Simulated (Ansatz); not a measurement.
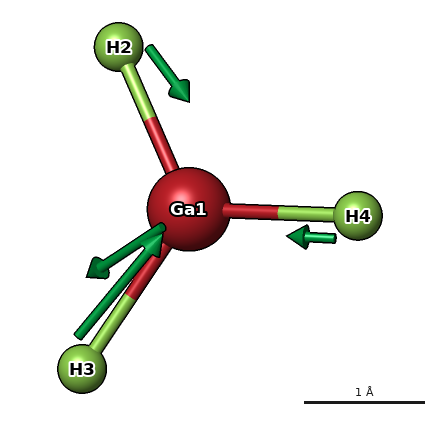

Arrows show the forces on the atoms, 2 Å of arrow for 1 eV/Å; forces under a tenth of the largest aren't drawn. Level of theory: PBE-D4/def2-TZVPP (Ansatz 0.2.0).

> On which atom is the force largest, and how large is it?

On H3: 0.58 eV/Å.

> Which bond do the forces act along most?

Ga1–H3, now 1.625 Å: the forces pull its atoms together, so a first step downhill shortens it.

List the force components in the frame of the picture (x right, y up, z towards the viewer), in eV/Å.

| atom | Fx | Fy | Fz |
| --- | --- | --- | --- |
| Ga1 | −0.32 | −0.21 | −0.27 |
| H2 | 0.17 | −0.23 | 0.18 |
| H3 | 0.36 | 0.43 | 0.15 |
| H4 | −0.21 | 0.01 | −0.06 |
